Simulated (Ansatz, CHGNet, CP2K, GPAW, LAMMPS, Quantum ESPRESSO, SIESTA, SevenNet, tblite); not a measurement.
**Other levels on liquid Si0.5Ge0.5 at 2500 K (104 atoms)**

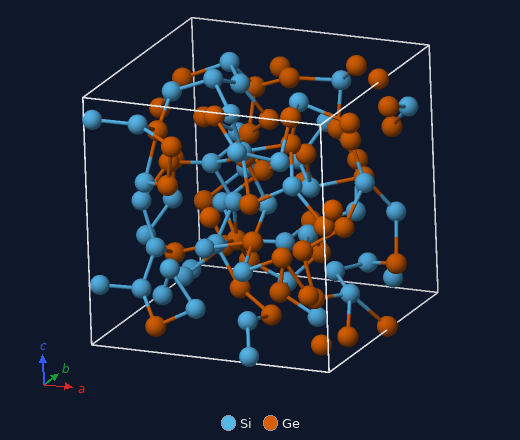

The cell (silicon blue, germanium orange). Bonds to atoms that aren't drawn are left out. Some periodic images of atoms are drawn too.

Density of this cell: 3.80 g/cm³. The cell holds 104 atoms: 52 Si and 52 Ge. Cell: a = 13.176 Å, b = 13.176 Å, c = 13.176 Å, α = 90.0°, β = 90.0°, γ = 90.0°. 104 atoms (52 Si, 52 Ge) placed at random at 3.8 g/cm³, melted at 3500 K for 10 ps at fixed volume with the Tersoff potential (Tersoff, Phys. Rev. B 39, 5566 (1989)). Snapshot at the end of a hold of 5 ps at 2500 K and fixed volume.

Geometry: as built.

The reference, a calculation:

* method: Kohn-Sham DFT, PBE, PAW, plane waves (Ansatz 0.2.0); cutoff 420 eV, Γ point, fermi-dirac smearing of 0.05 eV; PAW set soft_2
* r.m.s. force component: 0.9841 eV/Å
* longest force: 4.721 eV/Å
* pressure: 1.237 GPa
* SCF cycles: 10
* time: 30 s on 8 threads of Arm Neoverse V2, shared host
* CPU time: 3.8 min

Runs, in no order:
A. SIESTA PBE, SZ, shift 0.01 Ry, mesh 300 Ry: Kohn-Sham DFT, PBE, PseudoDojo 0.4.1 norm-conserving pseudopotentials (converted to PSML), numerical atomic orbitals (SZ), diagonalisation
B. CHGNet 0.3.0 potential: machine-learned interatomic potential CHGNet 0.3.0, trained on PBE(+U) plane-wave data
C. SIESTA PBE, DZP, shift 0.01 Ry, mesh 300 Ry: Kohn-Sham DFT, PBE, PseudoDojo 0.4.1 norm-conserving pseudopotentials (converted to PSML), numerical atomic orbitals (DZP), diagonalisation
D. GPAW PBE, plane waves 350 eV: Kohn-Sham DFT, PBE, PAW, plane waves

**Question.** Rank the runs by how far their forces lie from the reference's, least first.

D, C, B, A.

```csv
run,"Δ force, r.m.s. (meV/Å)",share of r.m.s. force (%),CPU time
"D. GPAW PBE, plane waves 350 eV",40.1,4.08,18 min
"C. SIESTA PBE, DZP, shift 0.01 Ry, mesh 300 Ry",162,16.5,10 min
B. CHGNet 0.3.0 potential,306,31.1,3.5 s
"A. SIESTA PBE, SZ, shift 0.01 Ry, mesh 300 Ry",721,73.3,2.3 min
```

Machine-learned potentials mimic data converged in k, so the reference's own k-point error enters their differences. The network of bonds at the start is that of the classical potential that made the cell, and needn't be the one that DFT or experiment would give. The electronic-structure runs sample only Γ, in a cell whose shortest periodic width is 13 Å, which is coarse for a cell with partly filled levels.

[Logs are printed without paths, hosts, clocks, repeated set-up lines and the standing remarks that a program may print on its own settings, such as how far it seeks lower states.]

[Hosts, paths, dates, database ids (printed as entryN), source tags and the programs' standing remarks are cut or masked in the printed files.]
